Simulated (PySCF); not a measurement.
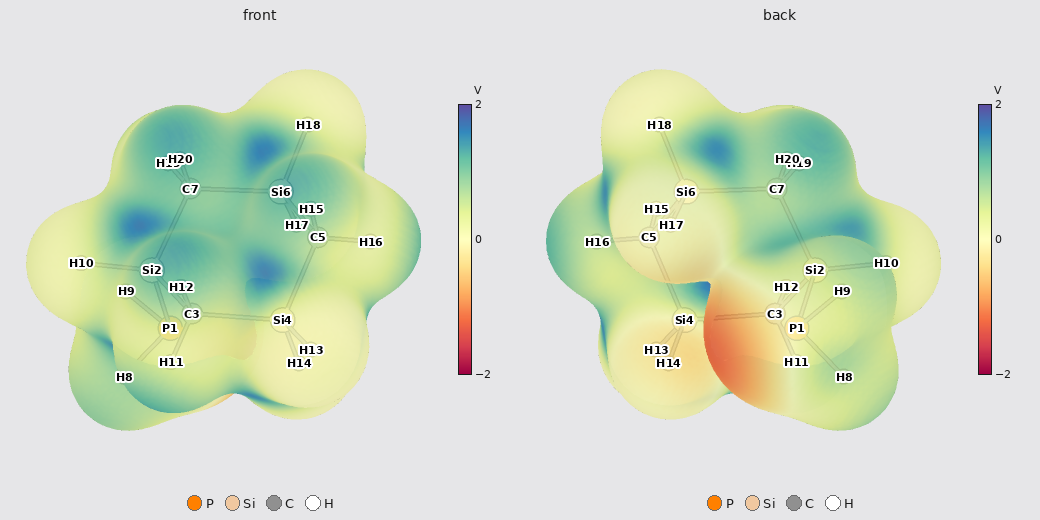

The picture shows: C₃H₁₃PSi₃. The electrostatic potential painted on the density surface at 0.004 e/bohr³, seen from the front and from behind; the colour scale runs from red (negative) to blue (positive).

Geometry: PBE0-D3(BJ)/def2-SVP.

Level of theory: PBE0/pcSseg-1, SCF density, gas phase, non-relativistic (PySCF 2.14.0).

```
atom    x (Å)    y (Å)    z (Å)
   P  -0.7766  -2.2083  -1.3925
  Si  -0.6435  -1.2366   0.6572
   C   1.1708  -0.8604   1.0032
  Si   1.9417   0.3615  -0.2107
   C   0.8923   1.9256  -0.2786
  Si  -0.9315   1.6271  -0.6449
   C  -1.6163   0.3759   0.5909
   H  -0.2905  -3.4697  -0.9257
   H  -2.1484  -2.5752  -1.2239
   H  -1.1957  -2.1344   1.7232
   H   1.7490  -1.8001   1.0074
   H   1.2443  -0.4400   2.0226
   H   3.3389   0.6949   0.2172
   H   2.0137  -0.2610  -1.5689
   H   0.9685   2.4317   0.7008
   H   1.3133   2.6192  -1.0260
   H  -1.0895   1.0999  -2.0361
   H  -1.6977   2.9117  -0.5509
   H  -2.6760   0.1691   0.3640
   H  -1.5919   0.8353   1.5958
```

### Which sites attract a positive test charge, and which a negative one?

A positive charge is drawn to the negative regions and a negative charge to the positive ones. The most negative region (about −1.2 V) lies over P1, the most positive (about +1.6 V) over Si2, Si4 and Si6.

### What dipole moment does the calculation give?

Its dipole moment is 1.77 D.
